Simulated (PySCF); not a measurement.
**InCNCl2 (SMILES N#[C][In]([Cl])[Cl]) at BLYP/def2-TZVPP (core potential)**

Aim: the vertical ionisation energy of InCNCl2 at BLYP/def2-TZVPP (core potential), from 2 runs. The job is set up through a Python script.

Program for the calculation: PySCF 2.14.0.

### Step 1. The structure to begin with

The species is InCNCl2 (5 atoms), meant as a singlet with charge 0. As SMILES, `N#[C][In]([Cl])[Cl]`. The coordinates come from a PBE0-D4/def2-TZVP relaxation.

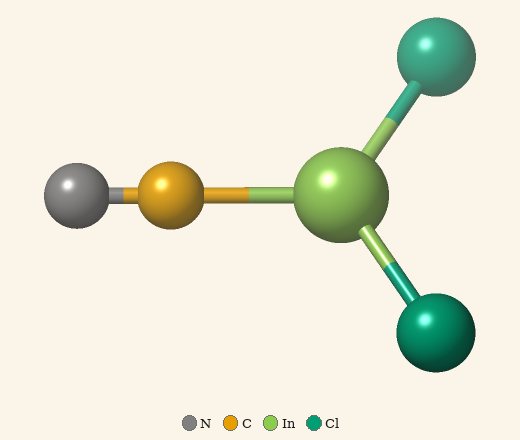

Viewed from a chosen angle; nitrogen grey, carbon amber, indium green, chlorine teal.

### Step 2. A single-point energy at BLYP/def2-TZVPP (core potential)

The input, run.py:

```python
# N#[C][In]([Cl])[Cl]
from pyscf import gto, dft

mol = gto.M(
    atom='''
N        0.982000      -1.467500       1.974200
C        0.557900      -0.832100       1.111300
In      -0.210400       0.315000      -0.457400
Cl      -1.894700      -0.494000      -1.778700
Cl       0.615000       2.404900      -0.890900
''',
    max_memory=1860,
    basis='def2-tzvpp',
    ecp={'In': 'def2-svp'},
    verbose=4,
)

mf = dft.RKS(mol)
mf.xc = 'blyp'
mf.conv_tol = 1e-10
mf.grids.level = 4
mf.kernel()
if not mf.converged:
    mf = mf.newton().run(mf.mo_coeff, mf.mo_occ)

e_final = mf.e_tot
print('E(%s) = %.9f' % ('BLYP', e_final))
```

Command:

```
$ OMP_NUM_THREADS=1 python run.py
```

Output:

```text
PySCF version 2.14.0

[... 83 lines left out ...]
converged SCF energy = -1203.47509638962
E(BLYP) = -1203.475096390
```

Run time: 47 s. Hardware: 1 thread of Arm Neoverse V1, shared host; peak memory 1.7 GiB.

### Step 3. The doublet cation, same level

The input, input.py:

```python
from pyscf import gto, dft

system = gto.Mole()
system.atom = '''
N    0.982000  -1.467500   1.974200
C    0.557900  -0.832100   1.111300
In  -0.210400   0.315000  -0.457400
Cl  -1.894700  -0.494000  -1.778700
Cl   0.615000   2.404900  -0.890900
'''
system.verbose = 3
system.max_memory = 1860
system.charge = 1
system.spin = 1
system.basis = 'def2-tzvpp'
system.ecp = {'In': 'def2-svp'}
system.build()

mf = dft.UKS(system, xc='blyp')
mf.conv_tol = 1e-10
mf.grids.level = 4
mf.kernel()
if not mf.converged:
    mf = mf.newton().run(mf.mo_coeff, mf.mo_occ)

e_tot = mf.e_tot
print('E = %.10f Eh' % e_tot)
```

Command:

```
$ OMP_NUM_THREADS=1 python input.py
```

Output:

```text
WARN: HOMO -0.570944333900235 >= LUMO -0.570944333900231

WARN: HOMO -0.0985204183776696 >= LUMO -0.0982321715072216

WARN: HOMO -0.497901834324339 >= LUMO -0.497048164460028

WARN: HOMO -0.497538806968196 >= LUMO -0.497202122294062

WARN: HOMO -0.497776720154936 >= LUMO -0.497133120507347

WARN: HOMO -0.497140460966174 >= LUMO -0.496697374182501

WARN: HOMO -0.497420768355672 >= LUMO -0.496876107861284

SCF not converged.
SCF energy = -1203.07689256227 after 50 cycles  <S^2> = 0.75233781  2S+1 = 2.0023364
converged SCF energy = -1203.07689275778  <S^2> = 0.75233781  2S+1 = 2.0023364
E = -1203.0768927578 Eh
```

It took 3.9 min on 1 thread of Arm Neoverse V1, shared host; peak memory 2.3 GiB.

### Step 4. Summary of results

At BLYP/def2-TZVPP (core potential):

| quantity | value |
| --- | --- |
| singlet InCNCl2: total energy | -1203.47510 Eh |
| singlet InCNCl2: dipole moment | 1.83 D |
| singlet InCNCl2: HOMO energy | -8.07 eV |
| singlet InCNCl2: LUMO energy | -3.49 eV |
| singlet InCNCl2: HOMO–LUMO gap | 4.59 eV |
| doublet cation: total energy | -1203.07689 Eh |
| doublet cation: HOMO energy (highest over α and β) | -13.60 eV |
| doublet cation: LUMO energy (lowest over α and β) | -13.55 eV |
| doublet cation: ⟨S²⟩ | 0.752 |
| vertical ionisation energy (to the doublet cation) | 10.836 eV |

In words: The vertical ionisation energy comes to 10.84 eV (1045 kJ/mol). −ε(HOMO) before ionisation, 8.07 eV, is 2.76 eV below this ionisation energy. Mulliken charges (doublet cation) run from -0.17 on C2 to +0.92 on In3.
